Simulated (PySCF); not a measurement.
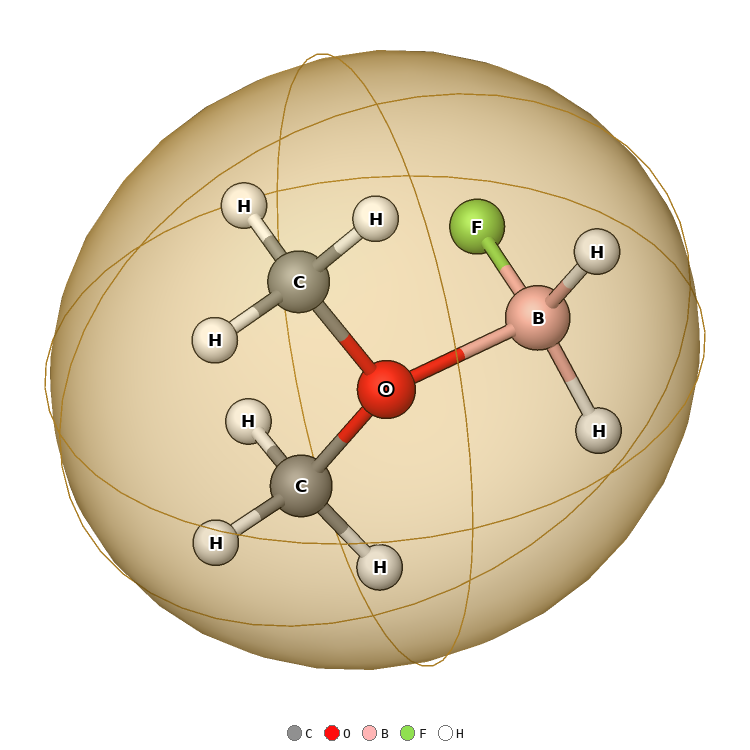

The ellipsoid shows the static dipole polarisability: its half-axes are proportional to the principal values. The computed structure is the end point of a PBE0-D3(BJ)/def2-SVP optimisation. No frequency run is at hand to confirm it as a minimum. Level of theory: LDA/def2-SVPD (PySCF 2.14.0).

Question. How large and how anisotropic is the polarisability?

Answer. Principal values 46.0, 54.6, 55.2 bohr³; mean 51.9 bohr³ (7.70 Å³); anisotropy 8.9 bohr³, so the longest axis is 1.20 times the shortest.
